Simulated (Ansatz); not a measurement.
**Aluminium, simple cubic under LDA: structure, energy and stiffness**

What does LDA give for aluminium in the simple cubic structure? We relax it, solve it on a dense k-mesh, switch on spin-orbit coupling, then scale the cell to 7 volumes from 88 to 112 % of the relaxed one and try a fit of the equation of state. The k-meshes are 12×12×12 for the relaxation; 19×19×19 for the dense run; 12×12×12 for spin-orbit coupling; 13×13×13 for the volumes.

This is Al in the simple cubic structure; at room conditions it is fcc.

Method: DFT LDA (PW92), plane waves (420 eV) with PAW, scalar-relativistic; PBE-made PAW files, in Ansatz 0.2.0.

**1. The starting structure**

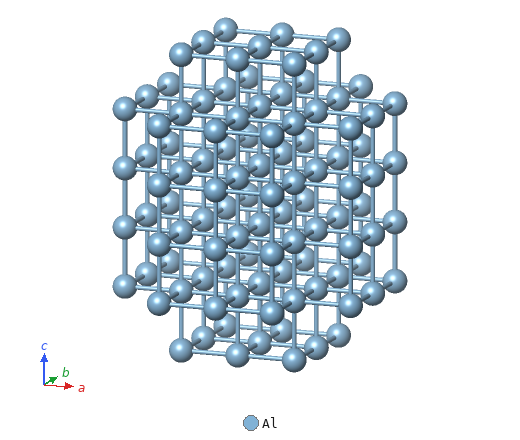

The structure, seen slightly off an axis (aluminium light blue). 2×2×3 cells are drawn. Any atoms on the faces are drawn again on the opposite ones, and bonded neighbours outside are added.

Coordinates:

```
Al
1.0
     2.61737    0.00000    0.00000
     0.00000    2.61737    0.00000
     0.00000    0.00000    2.61737
Al
1
Direct
  0.00000 0.00000 0.00000
```

**2. Relaxation of the cell**

Contents of input.yaml:

```yaml
crystal:
  lattice:
    - [2.6173666896, 0.0, 0.0]
    - [0.0, 2.6173666896, 0.0]
    - [0.0, 0.0, 2.6173666896]
  atoms:
    - { symbol: Al, position: [0.0, 0.0, 0.0] }
hamiltonian:
  xc: lda
  pseudopotentials:
    kind: paw
    azcp:
      Al: "pseudopotentials/Al.paw.azcp"
basis:
  ecutwfc: 420
  fft_grid_basis: typed
kpoints:
  mp_grid: { grid: [12, 12, 12], shift: [0, 0, 0] }
magnetization:
  spin_polarized: false
scf:
  occupations: { method: fermi_dirac, width: 0.1 }
relax:
  max_steps: 60
  f_tol: 0.01
  cell: {}
output:
  write_density: true
  write_potential: true
  elf: true
  volumetric_format: npy
```

Log:

```text
Warning: <dir> the record states the generating functional pbe (its physics header spells it `PBE`), which answers neither for hamiltonian.xc's functional nor for the lda family's — results may be inconsistent (PPs are generated against a specific XC)
Warning: RAYON_NUM_THREADS=2 ignored (pool sized by the plan → 2); use --threads N
Engine: ansatz 0.2.0, aarch64-unknown-linux-gnu
Pseudopotentials: kind: paw
Pseudopotential: Al, paw, valence charge 3, recommended cutoff 420 eV (normal), <dir>
Functional definition: SPW92
  exchange = slater_x
  correlation = pw_c
Crystal: 1 atoms, lattice volume = 17.931 Å³
Basis set: ecut = 420 eV, 365 PW (Γ)
Bands: 6, of which v1, the nominal top of the filled ones, is band 2 counted from 1 (1 counted from 0)
Symmetry: 48 space group operations
Space group: Pm-3m (ITA 221), of the structure as read, at distance tolerance 2.6e-5 Å
k-points: 84 of 1728
Non-local potential: Al, projectors of the file, l = 0: 2, l = 1: 2, l = 2: 1
PAW form: soft (Blöchl's): semilocal exchange-correlation on the pseudo side does not see the compensation charge
PAW frozen core: Al, regenerated for the run's functional, and the local potential with it (the file was generated under x = pbe(κ = 0.804, μ = 0.2195149727645171), c = pbe(β = 0.06672455060314922))
PAW one-centre angular grid: Al, 110 points (default); XC on 64 Gauss nodes
Initial density: superposition of atomic densities (neutral atoms: chi_scale 0, normalization atom), corrected by the library's trained network
Initial wavefunctions: pseudopotential atomic-orbital guess
Functional: x = slater, c = lda
SCF iter   1: F=—  HF=-512.475910 eV  |F-HF|=—  |Δ(HF+E_count)|=         —  Δρ=1.74e-3  dr2=3.57e-4  ethr=1.77e-3  ⟨swp⟩=5.1  Hψ=4647  notcnv=0
preconditioner: auto → none  [metal: Δε(μ)=0.104 eV  Ē_g=12.707 eV  σ=0.100 eV  W_gap=0.25  n_scr=0 (ndim 8)  ℏωp=15.2 eV  f_vac=0.000  D(μ)=0.42/eV (n_scr^D=0)]
SCF iter   2: F=—  HF=-512.475884 eV  |F-HF|=—  |Δ(HF+E_count)|=   2.62e-5  Δρ=8.29e-4  dr2=7.08e-5  ethr=1.19e-5  ⟨swp⟩=1.3  Hψ=1208  notcnv=0
SCF iter   3: F=—  HF=-512.475898 eV  |F-HF|=—  |Δ(HF+E_count)|=   1.49e-5  Δρ=6.14e-5  dr2=3.52e-7  ethr=2.36e-6  ⟨swp⟩=1.9  Hψ=660  notcnv=0
iter 4 did not close the SCF: its close was put off for the readings that it lacked (scf_convergence_deferred on its scf_iter line)
SCF iter   4: F=-512.475899 eV  HF=-512.475899 eV  |F-HF|=1.52e-9  |Δ(HF+E_count)|=   2.90e-7  Δρ=3.78e-6  dr2=3.48e-9  ethr=1.17e-8  ⟨swp⟩=1.1  Hψ=564  notcnv=0
iter 5 did not close the SCF: its close was put off for the readings that it lacked (scf_convergence_deferred on its scf_iter line)
SCF iter   5: F=-512.475899 eV  HF=-512.475899 eV  |F-HF|=4.55e-13  |Δ(HF+E_count)|=   1.20e-9  Δρ=2.14e-7  dr2=3.84e-12  ethr=1.16e-10  ⟨swp⟩=1.9  Hψ=671  notcnv=0
SCF iter   6: F=-512.475899 eV  HF=-512.475899 eV  |F-HF|=3.41e-13  |Δ(HF+E_count)|=  1.14e-12  Δρ=2.21e-8  dr2=6.52e-14  ethr=1.00e-12  ⟨swp⟩=2.9  Hψ=1557  notcnv=0
SCF 1 converged in 6 iterations: F = -512.475899 eV  dr2 = 6.52e-14
relax step   1: F+E_penalty+E_count = -512.47589877 eV  Δ(F+E_penalty+E_count) = +0.000e0 eV  max|allowed force component| = 0.000e0 eV/Å  Δτ_max = 0.0000 Å  P = +5.270 GPa  Ω = 17.931 Å³  (6 SCF iters, accepted)
Crystal: 1 atoms, lattice volume = 19.015 Å³
Initial density: handed on by an earlier stage of this run
Initial wavefunctions: those handed on with the density
iter 1 solved again at ethr=6.38e-6 eV; its pass at ethr=3.10e-3 eV (dr2=1.91e-4 eV) is discarded
SCF iter   1: F=—  HF=-512.496126 eV  |F-HF|=—  |Δ(HF+E_count)|=         —  Δρ=1.13e-3  dr2=1.93e-4  ethr=6.38e-6  ⟨swp⟩=1.1  Hψ=5310  notcnv=0
preconditioner: auto → none  [metal: Δε(μ)=0.075 eV  Ē_g=12.275 eV  σ=0.100 eV  W_gap=0.18  n_scr=0 (ndim 8)  ℏωp=14.7 eV  f_vac=0.000  D(μ)=0.46/eV (n_scr^D=0)]
SCF iter   2: F=—  HF=-512.495849 eV  |F-HF|=—  |Δ(HF+E_count)|=   2.77e-4  Δρ=5.66e-4  dr2=4.76e-5  ethr=6.38e-6  ⟨swp⟩=1.0  Hψ=504  notcnv=0
SCF iter   3: F=—  HF=-512.495762 eV  |F-HF|=—  |Δ(HF+E_count)|=   8.69e-5  Δρ=8.10e-6  dr2=1.26e-8  ethr=3.33e-9  ⟨swp⟩=6.2  Hψ=1990  notcnv=0
SCF iter   4: F=-512.495762 eV  HF=-512.495762 eV  |F-HF|=8.19e-12  |Δ(HF+E_count)|=   1.67e-9  Δρ=8.42e-7  dr2=1.15e-10  ethr=4.22e-10  ⟨swp⟩=4.2  Hψ=1685  notcnv=0
SCF 2 converged in 4 iterations: F = -512.495762 eV  dr2 = 1.15e-10
relax step   2: F+E_penalty+E_count = -512.49576187 eV  Δ(F+E_penalty+E_count) = -1.986e-2 eV  max|allowed force component| = 0.000e0 eV/Å  Δτ_max = 0.0000 Å  P = +0.902 GPa  Ω = 19.015 Å³  energy of the carried Pulay correction = -2.698e-4 eV  (4 SCF iters, dr2 threshold 1.00e-7 eV, accepted)
Crystal: 1 atoms, lattice volume = 19.256 Å³
Basis set: ecut = 420 eV, 389 PW (Γ)
iter 1 solved again at ethr=2.22e-7 eV; its pass at ethr=3.10e-3 eV (dr2=6.67e-6 eV) is discarded
SCF iter   1: F=—  HF=-512.496463 eV  |F-HF|=—  |Δ(HF+E_count)|=         —  Δρ=2.28e-4  dr2=8.02e-6  ethr=2.22e-7  ⟨swp⟩=2.0  Hψ=4994  notcnv=0
preconditioner: auto → none  [metal: Δε(μ)=0.097 eV  Ē_g=12.183 eV  σ=0.100 eV  W_gap=0.24  n_scr=0 (ndim 8)  ℏωp=14.7 eV  f_vac=0.000  D(μ)=0.47/eV (n_scr^D=0)]
SCF iter   2: F=—  HF=-512.496452 eV  |F-HF|=—  |Δ(HF+E_count)|=   1.15e-5  Δρ=1.15e-4  dr2=1.99e-6  ethr=2.22e-7  ⟨swp⟩=1.0  Hψ=504  notcnv=0
SCF iter   3: F=-512.496448 eV  HF=-512.496448 eV  |F-HF|=7.06e-11  |Δ(HF+E_count)|=   3.62e-6  Δρ=1.29e-6  dr2=2.93e-10  ethr=3.33e-9  ⟨swp⟩=5.3  Hψ=1864  notcnv=0
SCF 3 converged in 3 iterations: F = -512.496448 eV  dr2 = 2.93e-10
relax step   3: F+E_penalty+E_count = -512.49644798 eV  Δ(F+E_penalty+E_count) = -6.861e-4 eV  max|allowed force component| = 0.000e0 eV/Å  Δτ_max = 0.0000 Å  P = +0.096 GPa  Ω = 19.256 Å³  energy of the carried Pulay correction = -3.275e-4 eV  (3 SCF iters, dr2 threshold 1.00e-7 eV, accepted)
Crystal: 1 atoms, lattice volume = 19.285 Å³
iter 1 solved again at ethr=3.26e-9 eV; its pass at ethr=3.10e-3 eV (dr2=9.77e-8 eV) is discarded
SCF iter   1: F=—  HF=-512.496450 eV  |F-HF|=—  |Δ(HF+E_count)|=         —  Δρ=2.78e-5  dr2=1.16e-7  ethr=3.26e-9  ⟨swp⟩=2.0  Hψ=4965  notcnv=0
preconditioner: auto → none  [metal: Δε(μ)=0.096 eV  Ē_g=12.172 eV  σ=0.100 eV  W_gap=0.24  n_scr=0 (ndim 8)  ℏωp=14.6 eV  f_vac=0.000  D(μ)=0.47/eV (n_scr^D=0)]
SCF iter   2: F=—  HF=-512.496450 eV  |F-HF|=—  |Δ(HF+E_count)|=   1.59e-7  Δρ=1.40e-5  dr2=2.89e-8  ethr=3.26e-9  ⟨swp⟩=1.0  Hψ=504  notcnv=0
SCF iter   3: F=-512.496450 eV  HF=-512.496450 eV  |F-HF|=9.09e-13  |Δ(HF+E_count)|=   5.01e-8  Δρ=1.48e-7  dr2=3.78e-12  ethr=7.72e-10  ⟨swp⟩=5.5  Hψ=1387  notcnv=0
SCF 4 converged in 3 iterations: F = -512.496450 eV  dr2 = 3.78e-12
relax step   4: F+E_penalty+E_count = -512.49644996 eV  Δ(F+E_penalty+E_count) = -1.978e-6 eV  max|allowed force component| = 0.000e0 eV/Å  Δτ_max = 0.0000 Å  P = +0.002 GPa  Ω = 19.285 Å³  energy of the carried Pulay correction = -3.345e-4 eV  (3 SCF iters, accepted)
Initial wavefunctions: pseudopotential atomic-orbital guess (no wavefunctions were taken with the density)
iter 1 solved again at ethr=1.08e-8 eV; its pass at ethr=3.10e-3 eV (dr2=3.24e-7 eV) is discarded
SCF iter   1: F=—  HF=-512.496980 eV  |F-HF|=—  |Δ(HF+E_count)|=         —  Δρ=5.13e-5  dr2=4.38e-8  ethr=1.08e-8  ⟨swp⟩=3.0  Hψ=6200  notcnv=0
SCF iter   2: F=—  HF=-512.496980 eV  |F-HF|=—  |Δ(HF+E_count)|=   2.57e-7  Δρ=2.58e-5  dr2=1.07e-8  ethr=1.46e-9  ⟨swp⟩=1.0  Hψ=504  notcnv=0
SCF iter   3: F=—  HF=-512.496980 eV  |F-HF|=—  |Δ(HF+E_count)|=   8.83e-8  Δρ=5.81e-7  dr2=1.52e-11  ethr=3.57e-10  ⟨swp⟩=1.9  Hψ=627  notcnv=0
SCF iter   4: F=-512.496980 eV  HF=-512.496980 eV  |F-HF|=2.27e-13  |Δ(HF+E_count)|=  3.54e-11  Δρ=1.56e-8  dr2=1.84e-14  ethr=1.00e-12  ⟨swp⟩=4.1  Hψ=1192  notcnv=0
SCF 5 converged in 4 iterations: F = -512.496980 eV  dr2 = 1.84e-14
relax step   5: F+E_penalty+E_count = -512.49698020 eV  Δ(F+E_penalty+E_count) = -5.302e-4 eV  max|allowed force component| = 0.000e0 eV/Å  Δτ_max = 0.0000 Å  P = +0.053 GPa  Ω = 19.285 Å³  stress off target by 5.27e-2 GPa  SCF on the basis re-selected at this cell (its energy is not comparable with the rows above)  (4 SCF iters)
basis re-selected at this cell: Δ(F+E_penalty+E_count) = -5.302e-4 eV, ΔP = +0.051 GPa vs the last step (what re-selecting the basis moved, of the pressure what is left beyond the Pulay correction that the steps carried, after the strain that the cell walked since its last selection, with what the two solves' SCF thresholds leave and, on support functions, any second-order correction that the steps lacked; it is no measure of the basis error at this ecutwfc). This SCF's stress stands 5.27e-2 GPa from its target on what of the cell is left free (relax.cell.stress_tol is 5.00e-2 GPa) and its largest allowed force component is 0.00e0 eV/Å (relax.f_tol is 1.00e-2 eV/Å): not within both, so this SCF does not close the relaxation
Crystal: 1 atoms, lattice volume = 19.301 Å³
iter 1 solved again at ethr=9.68e-10 eV; its pass at ethr=3.10e-3 eV (dr2=2.90e-8 eV) is discarded
SCF iter   1: F=—  HF=-512.496979 eV  |F-HF|=—  |Δ(HF+E_count)|=         —  Δρ=1.51e-5  dr2=3.50e-8  ethr=9.68e-10  ⟨swp⟩=2.0  Hψ=4983  notcnv=0
preconditioner: auto → none  [metal: Δε(μ)=0.096 eV  Ē_g=12.166 eV  σ=0.100 eV  W_gap=0.23  n_scr=0 (ndim 8)  ℏωp=14.6 eV  f_vac=0.000  D(μ)=0.47/eV (n_scr^D=0)]
SCF iter   2: F=—  HF=-512.496979 eV  |F-HF|=—  |Δ(HF+E_count)|=   5.09e-8  Δρ=7.59e-6  dr2=8.68e-9  ethr=9.68e-10  ⟨swp⟩=1.0  Hψ=504  notcnv=0
SCF iter   3: F=-512.496979 eV  HF=-512.496979 eV  |F-HF|=0.00e0  |Δ(HF+E_count)|=   1.60e-8  Δρ=8.38e-8  dr2=1.23e-12  ethr=2.32e-10  ⟨swp⟩=5.2  Hψ=1335  notcnv=0
SCF 6 converged in 3 iterations: F = -512.496979 eV  dr2 = 1.23e-12
relax step   6: F+E_penalty+E_count = -512.49697854 eV  Δ(F+E_penalty+E_count) = +1.664e-6 eV  max|allowed force component| = 0.000e0 eV/Å  Δτ_max = 0.0000 Å  P = +0.001 GPa  Ω = 19.301 Å³  energy of the carried Pulay correction = -4.385e-6 eV  (3 SCF iters, accepted)
iter 1 solved again at ethr=9.76e-9 eV; its pass at ethr=3.10e-3 eV (dr2=2.93e-7 eV) is discarded
SCF iter   1: F=—  HF=-512.496982 eV  |F-HF|=—  |Δ(HF+E_count)|=         —  Δρ=3.82e-7  dr2=3.44e-12  ethr=9.76e-9  ⟨swp⟩=3.0  Hψ=6196  notcnv=0
eigensolver tolerance schedule: the retry pair's looser diagonalisation over-reported the residual by 85004.91 of it (diagonalisation noise at 0.37 of the residual, at the tolerance the schedule requests for it); recorded, not acted on — ethr = c·dr2/N_el stays at c = 1.0e-1
SCF iter   2: F=-512.496982 eV  HF=-512.496982 eV  |F-HF|=4.66e-12  |Δ(HF+E_count)|=  1.15e-10  Δρ=1.91e-7  dr2=7.74e-13  ethr=1.00e-12  ⟨swp⟩=5.7  Hψ=2372  notcnv=0
SCF 7 converged in 2 iterations: F = -512.496982 eV  dr2 = 7.74e-13
relax step   7: F+E_penalty+E_count = -512.49698157 eV  Δ(F+E_penalty+E_count) = -3.031e-6 eV  max|allowed force component| = 0.000e0 eV/Å  Δτ_max = 0.0000 Å  P = +0.001 GPa  Ω = 19.301 Å³  stress off target by 1.02e-3 GPa  SCF on the basis re-selected at this cell (its energy is not comparable with the rows above)  (2 SCF iters)
basis re-selected at this cell: Δ(F+E_penalty+E_count) = -3.031e-6 eV, ΔP = +0.000 GPa vs the last step (what re-selecting the basis moved, of the pressure what is left beyond the Pulay correction that the steps carried, after the strain that the cell walked since its last selection, with what the two solves' SCF thresholds leave and, on support functions, any second-order correction that the steps lacked; it is no measure of the basis error at this ecutwfc). This SCF's stress stands 1.02e-3 GPa from its target on what of the cell is left free (relax.cell.stress_tol is 5.00e-2 GPa) and its largest allowed force component is 0.00e0 eV/Å (relax.f_tol is 1.00e-2 eV/Å): within both
SCF converged after 2 iterations
Free energy (F): -512.496982 eV
Harris-Foulkes:  -512.496982 eV  (|F-HF|=4.66e-12)
Internal energy: -512.480873 eV  (E = F + TS)
E sigma→0 (E₀):  -512.488927 eV
Entropy (-TS):   -0.016109 eV (-16.109 meV/atom)
Fermi energy:    5.784785 eV
--- Per-component energies (eV) ---
  E_band       = 5.989096
  E_kinetic    = 21.513341
  E_local      = 4.390468  (includes V_loc(G=0)·N_el)
  E_nonlocal   = 11.609311
  E_hartree    = 0.422639
  E_xc         = -38.590951
  E_vxc        = -28.292145  (∫ρ·V_xc dr)
  E_paw        = -443.341795  (= ΣΔE_a)
  E_vpaw       = -4.077154  (= ΣTr[D̂ρ^β])
  E_aug_tail   = -0.000004  (compensation charges beyond the density's cutoff)
  E_ewald      = -68.539599
  E_core_change = 0.055717  (= ΣΔE_core)
  E_smearing   = -0.016109  (= −TS)
  E_closure    = 0.000000  (closes the sum)
  Σ components = -512.496982   (vs F -512.496982, Δ=0.00e0)
--- Forces (eV/Å), atoms counted from 1 ---
  atom   1  Al    -0.00000000     0.00000000    -0.00000000
  max |Σ_I F_I| component: 9.04e-32 eV/Å
--- Stress (GPa, compression-positive) ---
        0.001015       0.000000       0.000000
        0.000000       0.001015      -0.000000
        0.000000      -0.000000       0.001015
  P = ⅓ Tr σ = 0.0010 GPa (0.010 kbar)
--- Band table (eV; the first three rows and the last of 84) ---
  k-point 0: bands = ["-3.9805", "13.8406", "13.8406", "15.1622", "15.1622", "15.1622"]
  k-point 1: bands = ["-3.8395", "11.8942", "13.9572", "15.2786", "15.2786", "16.8305"]
  k-point 2: bands = ["-3.4180", "9.4156", "14.2991", "15.6270", "15.6270", "18.4553"]
  k-point 83: bands = ["8.7547", "8.7547", "8.7547", "11.4226", "11.4226", "11.4226"]
--- Relaxed structure (5 steps of the walk, 5 accepted, 2 SCFs on fresh bases) ---
  F+E_penalty+E_count = -512.49698157 eV   max|allowed force component| = 0.000e0 eV/Å   (the final SCF, on the basis selected at the relaxed cell)
  cell:  # Å, volume = 19.3011 Å³
    - [2.6824252507752613, -1.731330772923109e-33, 6.399704711036751e-34]
    - [-1.731330772923109e-33, 2.6824252507752613, -1.0271626370065257e-33]
    - [1.0251564599811223e-33, -1.0271626370065257e-33, 2.6824252507752613]
  atoms:
    - { symbol: Al, position: [0.0, 0.0, 0.0] }
```

Wall time 2.1 s (2 threads of Arm Neoverse V2, shared host); peak memory 0.25 GiB.

Step by step:

| step | energy change (meV/atom) | largest force (eV/Å) | pressure (GPa) | volume (Å³/atom) |
| --- | --- | --- | --- | --- |
| 1 | 0.00 | 0.0000 | 5.27 | 17.931 |
| 2 | -19.86 | 0.0000 | 0.90 | 19.015 |
| 3 | -20.55 | 0.0000 | 0.10 | 19.256 |
| 4 | -20.55 | 0.0000 | 0.00 | 19.285 |
| 5 | -21.08 | 0.0000 | 0.05 | 19.285 |
| 6 | -21.08 | 0.0000 | 0.00 | 19.301 |
| 7 | -21.08 | 0.0000 | 0.00 | 19.301 |

Steps that repeat a cell are solved on a basis chosen anew, so their changes of energy are no gain of the relaxation.

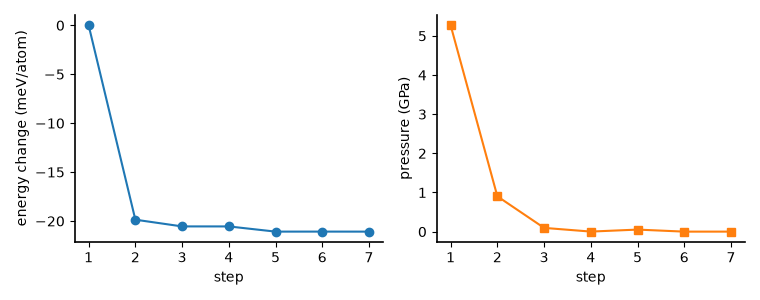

Energy and pressure over the accepted steps.

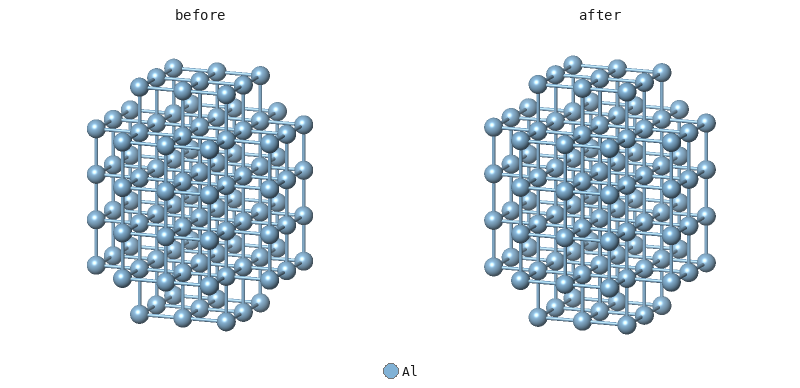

Start and end of the relaxation side by side. The cells drawn are those of the first picture.

The cell of the run, before and after:

|  | before | after | change |
| --- | --- | --- | --- |
| a (Å) | 2.617 | 2.682 | +2.5 % |
| b (Å) | 2.617 | 2.682 | +2.5 % |
| c (Å) | 2.617 | 2.682 | +2.5 % |
| volume (Å³/atom) | 17.931 | 19.301 | +7.6 % |
| shortest distance (Å) | 2.617 | 2.682 | +2.5 % |
| space group (spins left aside) | Pm-3m | Pm-3m | same |

**3. Dense single point**

Contents of input.yaml:

```yaml
crystal:
  lattice:
    - [2.6824252508, 0.0, 0.0]
    - [0.0, 2.6824252508, 0.0]
    - [0.0, 0.0, 2.6824252508]
  atoms:
    - { symbol: Al, position: [0.0, 0.0, 0.0] }
hamiltonian:
  xc: lda
  pseudopotentials:
    kind: paw
    azcp:
      Al: "pseudopotentials/Al.paw.azcp"
basis:
  ecutwfc: 420
  fft_grid_basis: typed
kpoints:
  mp_grid: { grid: [19, 19, 19], shift: [0, 0, 0] }
magnetization:
  spin_polarized: false
scf:
  occupations: { method: fermi_dirac, width: 0.1 }
```

Log (excerpt; [...] marks lines left out):

```text
Warning: <dir> the record states the generating functional pbe (its physics header spells it `PBE`), which answers neither for hamiltonian.xc's functional nor for the lda family's — results may be inconsistent (PPs are generated against a specific XC)
Warning: RAYON_NUM_THREADS=2 ignored (pool sized by the plan → 2); use --threads N
[...]
Pseudopotentials: kind: paw
Pseudopotential: Al, paw, valence charge 3, recommended cutoff 420 eV (normal), <dir>
Functional definition: SPW92
[...]
Crystal: 1 atoms, lattice volume = 19.301 Å³
Basis set: ecut = 420 eV, 389 PW (Γ)
Bands: 6, of which v1, the nominal top of the filled ones, is band 2 counted from 1 (1 counted from 0)
Symmetry: 48 space group operations
Space group: Pm-3m (ITA 221), of the structure as read, at distance tolerance 2.7e-5 Å
k-points: 220 of 6859
[...]
SCF iter   1: F=—  HF=-512.497509 eV  |F-HF|=—  |Δ(HF+E_count)|=         —  Δρ=1.77e-3  dr2=4.06e-4  ethr=1.77e-3  ⟨swp⟩=4.9  Hψ=12056  notcnv=0
[...]
SCF iter   6: F=-512.497541 eV  HF=-512.497541 eV  |F-HF|=1.14e-13  |Δ(HF+E_count)|=  5.68e-12  Δρ=1.70e-8  dr2=7.06e-14  ethr=1.00e-12  ⟨swp⟩=1.0  Hψ=3316  notcnv=0
[...]
SCF converged after 6 iterations
Free energy (F): -512.497541 eV
[...]
E sigma→0 (E₀):  -512.489215 eV
Entropy (-TS):   -0.016652 eV (-16.652 meV/atom)
Fermi energy:    5.777548 eV
[...]
```

Run time: 0.7 s. Hardware: 2 threads of Arm Neoverse V2, shared host; peak memory 0.26 GiB.

[end of part 1 of 2]
